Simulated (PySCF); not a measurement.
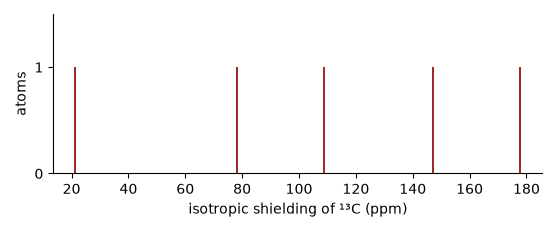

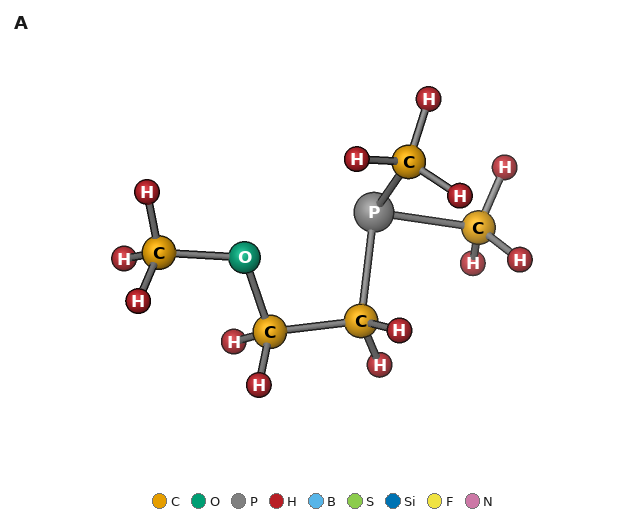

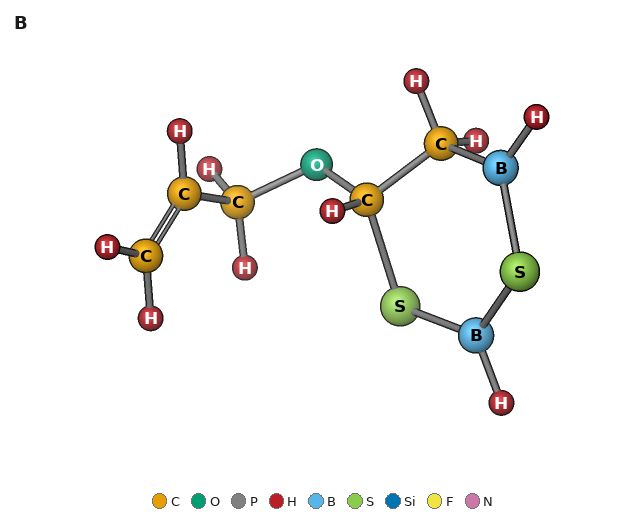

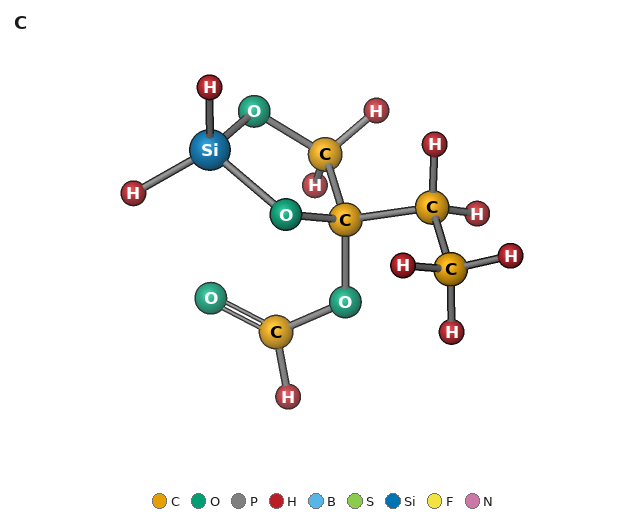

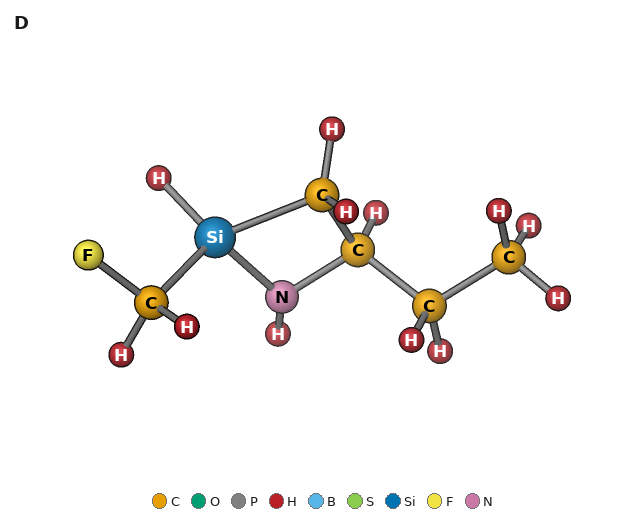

The sticks are computed shieldings of one of the molecules, for one fixed geometry (GFN2-xTB) without averaging over rotations. Low shielding means a high chemical shift. Method: GIAO PBE0/pcSseg-1 NMR shielding, non-relativistic, gas phase (PySCF 2.14.0).

> Match the spectrum to a structure.

C, `CC[C@]1(OC=O)CO[SiH2]O1`. Its 5 C atoms give lines at 21.3, 78.2, 108.7, 147.2, 177.8 ppm.

The geometry is semi-empirical. Around B, P, Si such bond lengths and angles can be off by a tenth of an ångström or more and by several degrees, and values that hang on the shape move with them.
